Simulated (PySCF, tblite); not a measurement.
# C5H12B2O2: geometry, infrared bands and NMR shifts

Wanted: the infrared bands and NMR shifts of C5H12B2O2 (`CB1CBOCCCO1`), by calculation.

The runs use tblite 0.8.0 and PySCF 2.14.0, with density-fitted response routines of our own; the level of theory stands in each step. All values are computed, except where a source is named. Atoms are numbered from 0 throughout.

### 1 The molecule as given

21 atoms, charge 0, multiplicity 1; geometry from: force field or distance geometry start.

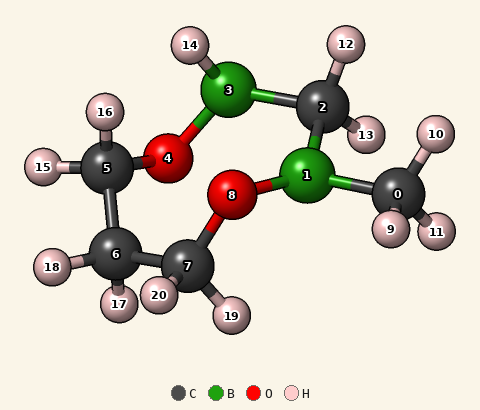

As it starts; carbon dark grey, boron green, oxygen red, hydrogen pink, atoms numbered.

### 2 Optimising the geometry with GFN2-xTB

The job: settings as JSON, then the geometry in Å.

```
{"job": {"kind": "relax", "xc": "GFN2-xTB", "basis": "xTB"}, "charge": 0, "multiplicity": 1}
C      2.572900    -0.995000     0.048900
B      1.169000    -0.226800     0.160700
C      1.451400     1.323400     0.015100
B      0.006100     2.031400     0.163200
O     -1.203300     1.596400    -0.549600
C     -1.976900     0.840900     0.301700
C     -2.053500    -0.560000    -0.181600
C     -0.864200    -1.424200     0.033200
O      0.126700    -0.969300     0.862100
H      2.497300    -2.044400     0.378600
H      3.373800    -0.486500     0.626500
H      2.877800    -0.905100    -1.018400
H      2.085500     1.720300     0.819500
H      1.864100     1.539500    -1.009500
H     -0.270600     1.981800     1.341500
H     -3.009900     1.270700     0.226200
H     -1.690000     0.969900     1.362100
H     -2.314700    -0.548700    -1.268400
H     -2.951600    -1.025500     0.313700
H     -0.462000    -1.693900    -0.968100
H     -1.236900    -2.377900     0.497000
```

The run is started by

```bash
OMP_NUM_THREADS=1 python probes_run.py task.json out
```

This one command runs all jobs of the session in turn.

**Question.** This job is followed by: GFN2-xTB harmonic vibrations, gas phase; GIAO PBE0/pcSseg-1 NMR shielding, non-relativistic, gas phase. Predict these results of the whole session: strongest single infrared mode (GFN2-xTB); zero-point energy (GFN2-xTB); 13C shifts against TMS (PBE0/pcSseg-1); 1H shifts against TMS (PBE0/pcSseg-1, means over atoms taken as alike); 11B shifts against BF3·OEt2 (PBE0/pcSseg-1); 17O shifts against H2O (PBE0/pcSseg-1); surface potential, least and greatest.

As calculated:

| quantity | value |
| --- | --- |
| strongest single infrared mode (GFN2-xTB) | 1303 cm⁻¹, 424 km/mol |
| zero-point energy (GFN2-xTB) | 107.9 kcal/mol |
| 13C shifts against TMS (PBE0/pcSseg-1) | 73.2, 72.5, 37.9, 23.5, 11.0 ppm |
| 1H shifts against TMS (PBE0/pcSseg-1, means over atoms taken as alike) | 6.03, 4.38, 4.06, 1.89, 1.00, 0.35 ppm |
| 11B shifts against BF3·OEt2 (PBE0/pcSseg-1) | 51.8, 51.6 ppm |
| 17O shifts against H2O (PBE0/pcSseg-1) | 195.1, 182.3 ppm |
| surface potential, least and greatest | -1.18 V and 0.94 V |

In words: Relaxing lowered the energy by 2.699 eV in 150 steps; the close pair that moved most is B1–O8, from 1.459 to 1.337 Å. No mode is imaginary among the 57: a minimum at this level. The strongest single mode, at 1303 cm⁻¹, has its largest shares on B1, O8, H20 and H19 (the list is cut at 4 atoms). GFN2-xTB is a fitted tight-binding method: band positions and strengths are rough. Its intensities can rank the bands wrongly. At PBE0/pcSseg-1: The largest span, 347 ppm, is at O4, where the paramagnetic term is -250 ppm.
